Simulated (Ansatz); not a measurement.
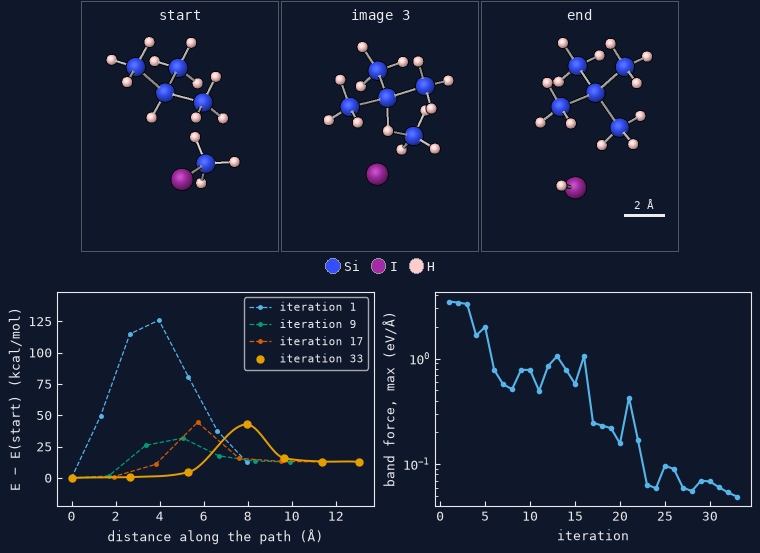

A nudged-elastic-band calculation for Si$_{5}$H$_{13}$I, made up of SiH₃I and Si$_{4}$H$_{10}$. Images are numbered from 0 (start) to 6 (end). The plot follows the band through its iterations. Style: ball-and-stick. Shown from a free direction.

These are results of RKS PBE0-D4/def2-SVP (Ansatz 0.2.0), not measurements.

Input
```yaml
crystal:
  periodic: [false, false, false]
  atoms:
    - {symbol: Si, position_ang: [1.211706, -3.169158, 1.122634]}
    - {symbol: I, position_ang: [2.790746, -2.601868, -0.648601]}
    - {symbol: H, position_ang: [1.471277, 0.497445, 0.419737]}
    - {symbol: Si, position_ang: [0.139588, 0.910397, -0.107718]}
    - {symbol: Si, position_ang: [0.329041, 3.004790, -1.128585]}
    - {symbol: Si, position_ang: [-1.388930, 1.052780, 1.655124]}
    - {symbol: Si, position_ang: [-0.643962, -0.633989, -1.678133]}
    - {symbol: H, position_ang: [0.559721, -1.921654, 1.582969]}
    - {symbol: H, position_ang: [0.209314, -4.109787, 0.573285]}
    - {symbol: H, position_ang: [1.966868, -3.798764, 2.230271]}
    - {symbol: H, position_ang: [-1.000781, 3.418549, -1.652578]}
    - {symbol: H, position_ang: [1.291348, 2.954074, -2.262103]}
    - {symbol: H, position_ang: [0.793368, 4.027284, -0.152482]}
    - {symbol: H, position_ang: [-1.567254, -0.270045, 2.313881]}
    - {symbol: H, position_ang: [-0.930388, 2.032340, 2.677003]}
    - {symbol: H, position_ang: [-2.707763, 1.497831, 1.129021]}
    - {symbol: H, position_ang: [0.268349, -0.737518, -2.846489]}
    - {symbol: H, position_ang: [-0.815631, -1.983488, -1.074211]}
    - {symbol: H, position_ang: [-1.976817, -0.169321, -2.153027]}
basis:
  gaussian: {orbitals: def2-SVP}
hamiltonian: {xc: pbe0, dispersion: d4}
neb:
  images: 5
  climbing: true
  max_iterations: 40
  initial_path: idpp
  final_atoms:
    - {symbol: Si, position_ang: [0.657055, -1.881163, 0.880675]}
    - {symbol: I, position_ang: [4.408728, -0.451997, 0.048907]}
    - {symbol: H, position_ang: [4.744164, 0.521949, -1.188591]}
    - {symbol: Si, position_ang: [-0.480347, -0.009450, 0.068691]}
    - {symbol: Si, position_ang: [0.914670, 1.660730, -0.780313]}
    - {symbol: Si, position_ang: [-1.757595, 0.899564, 1.801646]}
    - {symbol: Si, position_ang: [-1.925360, -0.700059, -1.632970]}
    - {symbol: H, position_ang: [-0.337681, -2.835263, 1.443803]}
    - {symbol: H, position_ang: [1.408605, -2.565166, -0.204254]}
    - {symbol: H, position_ang: [1.606538, -1.503778, 1.962657]}
    - {symbol: H, position_ang: [0.063725, 2.776840, -1.278330]}
    - {symbol: H, position_ang: [1.729153, 1.152012, -1.916347]}
    - {symbol: H, position_ang: [1.823284, 2.191120, 0.269861]}
    - {symbol: H, position_ang: [-2.707556, -0.117362, 2.328728]}
    - {symbol: H, position_ang: [-0.877762, 1.349739, 2.914118]}
    - {symbol: H, position_ang: [-2.535918, 2.068319, 1.309088]}
    - {symbol: H, position_ang: [-1.152479, -1.281971, -2.763680]}
    - {symbol: H, position_ang: [-2.869632, -1.730832, -1.122891]}
    - {symbol: H, position_ang: [-2.711792, 0.456671, -2.140797]}
```

Run as
```bash
ansatz run in.yaml --threads 4 --pin off --events-out ev --progress --plain --max-ram 41984MiB --backend cuda --devices 0, --max-vram 37GiB
```

### How did the profile develop, and is the result final?

The run is converged, with reservations. The band converged in 33 iterations. The largest component of the band force went from 3.5 to 0.049 eV/Å. The climbing image converged on the top of the path. Its curvatures weren't checked. The largest force component is 0.14 eV/Å at the start and 0.12 eV/Å at the end; an end with forces this large is no minimum, and the barrier measured from it can be far off. The first iteration put the highest image at 125.9 kcal/mol. The highest point, image 3, lies 42.7 kcal/mol above the start and 29.9 kcal/mol above the end; the end is at +12.8 kcal/mol relative to the start.

Limits of the set-up: the start holds two separate molecules, 2.8 Å apart at their closest, whose relative position is a soft coordinate.
